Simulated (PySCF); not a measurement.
**H2S2: wB97X-V/STO-3G**

Aim: the energy change on altering one bond length of H2S2 at wB97X-V/STO-3G, from 2 runs. The job is set up through a Python script.

The calculation is run with PySCF 2.14.0.

8 further runs of the same task are left out: 8 set aside as unsound or not needed.

### 1 The structure to begin with

H2S2 has 4 atoms, charge 0, and is taken as a singlet. Geometry: relaxed at GFN2-xTB.

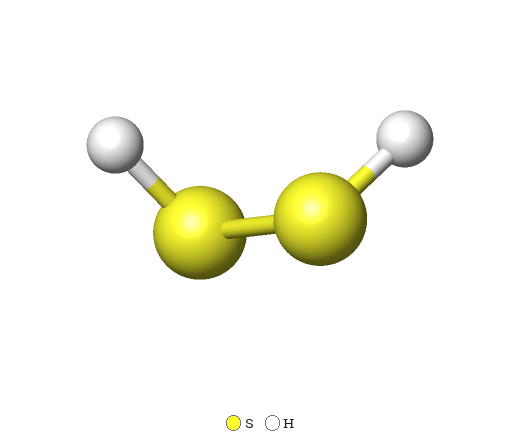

Viewed from a chosen angle; sulfur yellow, hydrogen white.

### 2 A single-point energy at wB97X-V/STO-3G

mol.xyz

```xyz
4
H2S2
S     -0.427380    -0.511820    -0.893940
S     -0.422510     0.717510     0.740680
H      0.706880    -0.077850    -1.459730
H      0.143010    -0.127830     1.612990
```

calc.py

```python
from pyscf import gto, dft

mol = gto.Mole()
mol.atom = 'mol.xyz'
mol.basis = 'sto-3g'
mol.max_memory = 1860
mol.charge = 0
mol.verbose = 3
mol.spin = 0
mol.build()

myscf = dft.RKS(mol, xc='wb97x-v')
myscf.conv_tol = 1e-10
myscf.nlcgrids.level = 1
myscf.grids.level = 5
myscf.kernel()
if not myscf.converged:
    myscf = myscf.newton().run(myscf.mo_coeff, myscf.mo_occ)

etot = myscf.e_tot
print('E = %.10f Eh' % etot)
```

Launch:

```console
$ OMP_NUM_THREADS=1 python calc.py
```

Log:

```text
converged SCF energy = -788.632098366776
E = -788.6320983668 Eh
```

It took 13 s on 1 thread of Arm Neoverse V1, shared host; peak memory 0.2 GiB.

### 3 The distorted shape, same level

input.xyz

```xyz
4
H2S2
S     -0.879786     0.164437    -1.591773
S     -0.874916     1.393767     0.042847
H      0.254474     0.598407    -2.157563
H      0.143010    -0.127830     1.612990
```

run.py

```python
from pyscf import gto, dft

system = gto.M(
    atom='input.xyz',
    verbose=3,
    max_memory=1860,
    basis='sto-3g',
)

calc0 = dft.RKS(system)
calc0.xc = 'wb97x-v'
calc0.nlcgrids.level = 1
calc0.grids.level = 5
calc0.conv_tol = 1e-10
calc0.kernel()
if not calc0.converged:
    calc0 = calc0.newton().run(calc0.mo_coeff, calc0.mo_occ)

e_tot = calc0.e_tot
print('Final energy', e_tot)
```

Launch:

```console
$ OMP_NUM_THREADS=1 python run.py
```

Log:

```text
converged SCF energy = -788.452085162148
Final energy -788.4520851621478
```

It took 15 s on 1 thread of Arm Neoverse V1, shared host; peak memory 0.2 GiB.

### 4 Outcome

At wB97X-V/STO-3G:

| quantity | value |
| --- | --- |
| first shape: total energy | -788.63210 Eh |
| first shape: dipole moment | 1.13 D |
| first shape: HOMO energy | -6.33 eV |
| first shape: LUMO energy | 6.89 eV |
| first shape: HOMO–LUMO gap | 13.22 eV |
| distorted shape: total energy | -788.45209 Eh |
| distorted shape: dipole moment | 1.26 D |
| distorted shape: HOMO energy | -5.83 eV |
| distorted shape: LUMO energy | 1.83 eV |
| distorted shape: HOMO–LUMO gap | 7.66 eV |
| energy change with the S2–H4 bond stretched from 1.340 to 2.412 Å | 4.898 eV |

**Reading.** With the S2–H4 bond stretched from 1.340 to 2.412 Å the energy rises by 4.90 eV (113 kcal/mol). The first shape isn't relaxed at this level, so the change isn't measured from a minimum. A restricted reference can't describe the breaking bond well at this length. The minimal basis adds a large error of its own. Mulliken charges (distorted shape) run from -0.09 on H4 to +0.06 on S1; they depend strongly on the basis.
